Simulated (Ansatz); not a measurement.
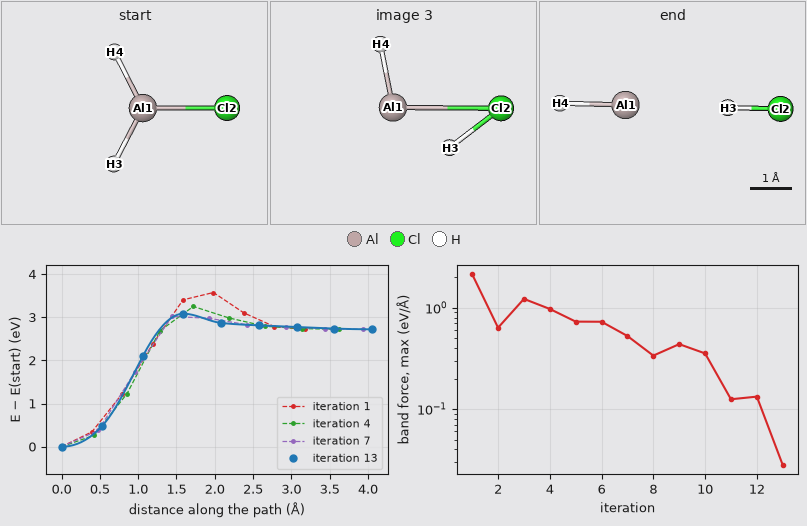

NEB run on AlH2Cl. Images are numbered from 0 (start) to 8 (end). The plot follows the band through its iterations. The picture is a ball-and-stick view, seen face on.

Level of theory: Ansatz 0.2.0, RKS B3LYP-D4/def2-mTZVP.

Input file:
```yaml
crystal:
  periodic: [false, false, false]
  atoms:
    - { symbol: Al, position_ang: [0.458926, 0.0, 0.11604] }
    - { symbol: Cl, position_ang: [0.822058, 0.0, 2.199106] }
    - { symbol: H, position_ang: [1.707309, 0.0, -0.838071] }
    - { symbol: H, position_ang: [-1.041292, 0.0, -0.352875] }
basis:
  gaussian: { orbitals: def2-mTZVP }
hamiltonian:
  xc: b3lyp
  dispersion: d4
neb:
  order_check: false
  images: 7
  f_tol: 0.05
  max_iterations: 60
  initial_path: linear
  final_atoms:
    - { symbol: Al, position_ang: [-0.44839785, -4.218e-05, -0.47719519] }
    - { symbol: Cl, position_ang: [2.57682778, 1.074e-05, 1.97594431] }
    - { symbol: H, position_ang: [1.54821475, 1.574e-05, 1.13954733] }
    - { symbol: H, position_ang: [-1.72964368, 1.57e-05, -1.51409645] }
```

Run as
```bash
ansatz run input.yaml --threads 1 --pin off --max-ram 2048MiB --backend cpu --events-out ev --progress --plain --runs-dir out
```

Q: Did the band converge, and can the barrier be trusted?

A: The run is converged, with reservations. The band converged in 13 iterations. The largest component of the band force went from 2.1 to 0.028 eV/Å. The climbing image converged on the top of the path. Its curvatures weren't checked. The straight starting path can push atoms close together and costs iterations. The first iteration put the highest image at 3.57 eV. Forward barrier 3.08 eV, backward barrier 0.36 eV, with image 3 at the top; the reaction energy is +2.72 eV.

Cost: 44 s on 1 thread of Intel(R) Xeon(R) 6975P-C (Granite Rapids), with other jobs on the host, peak memory 0.12 GiB.
